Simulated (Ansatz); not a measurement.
# C5H9BSi: what the fields show

Input file:

```
crystal:
  periodic: [false, false, false]
  atoms:
    - {symbol: C, position_ang: [-1.111938, 0.329905, 0.133860]}
    - {symbol: C, position_ang: [-0.308001, 1.395535, 0.551401]}
    - {symbol: C, position_ang: [1.071977, 1.152580, 0.234781]}
    - {symbol: C, position_ang: [1.169024, -0.077740, -0.387118]}
    - {symbol: C, position_ang: [-0.188703, -0.637378, -0.557164]}
    - {symbol: B, position_ang: [-2.618765, 0.211618, 0.334062]}
    - {symbol: Si, position_ang: [-0.594104, -0.503372, -2.445752]}
    - {symbol: H, position_ang: [-3.246945, -0.726733, -0.125961]}
    - {symbol: H, position_ang: [-3.207081, 1.065979, 0.973425]}
    - {symbol: H, position_ang: [-0.691514, 2.300470, 1.045351]}
    - {symbol: H, position_ang: [1.907851, 1.832251, 0.450610]}
    - {symbol: H, position_ang: [2.093160, -0.558586, -0.738706]}
    - {symbol: H, position_ang: [-0.324910, -1.715851, -0.326461]}
    - {symbol: H, position_ang: [-0.490450, 0.937369, -2.850169]}
    - {symbol: H, position_ang: [0.399542, -1.329528, -3.218983]}
    - {symbol: H, position_ang: [-1.970302, -1.038727, -2.715212]}
basis:
  gaussian:
    orbitals: def2-SVPD
hamiltonian:
  xc: pbe0
output: {forces: true, orbitals: {seedname: orbitals}}
```

Launched as:

```sh
ansatz run input.yaml --threads 2 --pin off --max-ram 5220MiB --events-out events.jsonl --progress --plain --runs-dir runs
```

Geometry: PBE-D3(BJ)/def2-SVP.

Method: isolated molecule in a Gaussian basis; Kohn-Sham density functional theory, functional PBE0 (Ansatz 0.2.0).

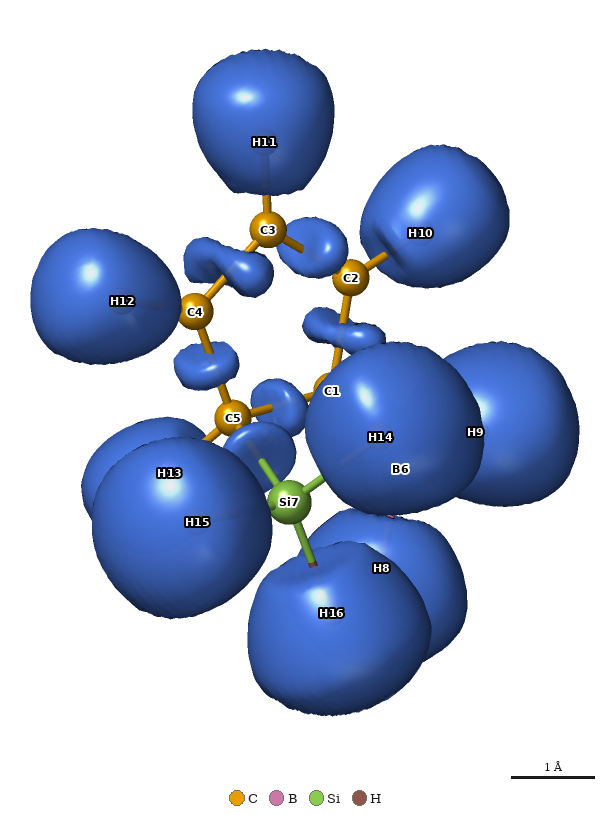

Figure 1. Isosurface of the electron localisation function at 0.85 (blue), seen at an oblique angle. Core shells and regions of very low density are left out.

**Where are the electrons localised?**

The ELF exceeds this value in one region between bonded B–C atoms (shared pairs), five regions between bonded C–C atoms (shared pairs), one region between bonded C–Si atoms (shared pairs) and nine regions around hydrogen nuclei. Along the contacts the grid gives the following. C–C (1.38 Å): the ELF peaks at about 0.95 between the atoms (localised, covalent bonding). C–B (1.52 Å): the ELF peaks at about 0.95 between the atoms; localised, covalent bonding.

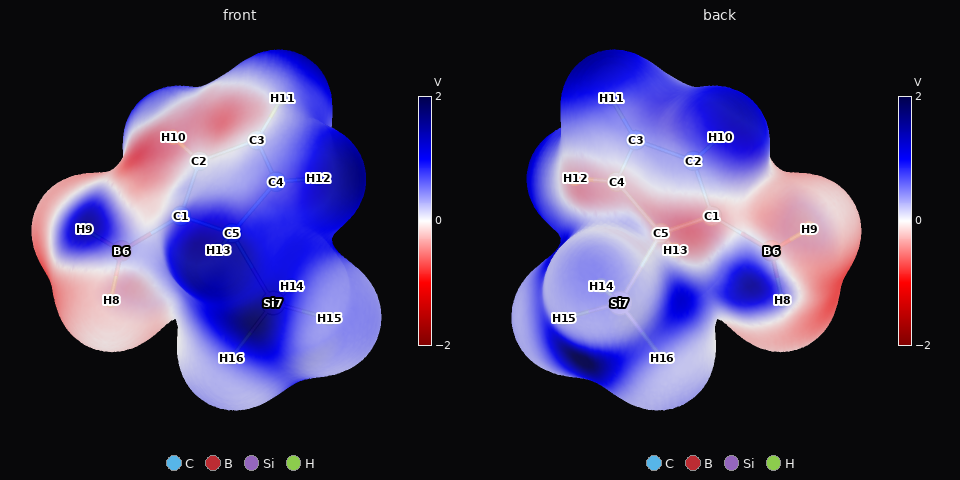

Figure 2. The electrostatic potential painted on the density surface at 0.004 e/bohr³, seen from the front and from behind; the colour scale runs from red (negative) to blue (positive).

**Where is the surface potential most negative and most positive?**

The most negative region (about −0.7 V) lies over C1, the most positive (about +1.9 V) over Si7.

**What dipole moment does the calculation give?**

Its dipole moment is 2.09 D.

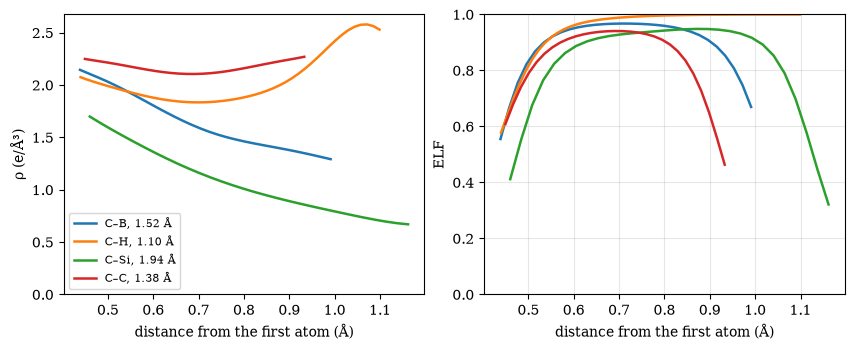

Figure 3. Electron density and ELF along straight lines between neighbouring atoms. The curves leave out the atomic cores.

**Compare the contacts.**

C–B (1.52 Å): the density is about 1.5 e/Å³ at the midpoint; the ELF peaks at about 0.95 between the atoms, as expected for a covalent bond.
C–H (1.10 Å): the density is about 1.9 e/Å³ at the midpoint; the ELF climbs to about 1 towards the hydrogen, as it does in any bond to H: an ordinary covalent bond to hydrogen.
C–Si (1.94 Å): ρ is about 0.82 e/Å³ halfway; the ELF peaks at about 0.95 between the atoms, as expected for a shared electron pair.
C–C (1.38 Å): the density is about 2.1 e/Å³ at the midpoint; the ELF peaks at about 0.95 between the atoms; localised, covalent bonding.
